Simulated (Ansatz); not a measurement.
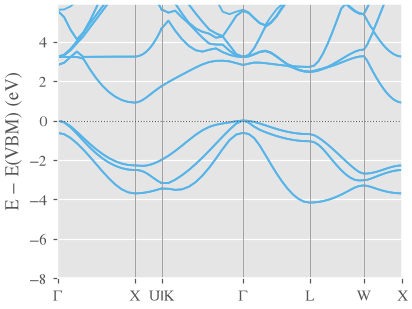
*Band structure from DFT-r²SCAN with spin–orbit coupling in the program Ansatz with PAW potentials*

Task: Read off the gap and where the band edges lie.

Result: About 0.9 eV (0.91 eV by a search for the band edges); maximum at Γ, minimum at X.

The material is Li₃Sb in space group Fm-3m (No. 225; Li on 4b, Li on 8c, Sb on 4a).

The first step of the workflow began from a Materials Project structure, measured or hypothetical; the Crystallography Open Database files this formula in space group No. 225, but the cells were not matched. Whether it is the stable phase at ambient conditions was not checked. The r²SCAN relaxation kept the symmetry of its start; its stability against distortions is not shown here.

Potentials: the later of the program's two PAW sets.
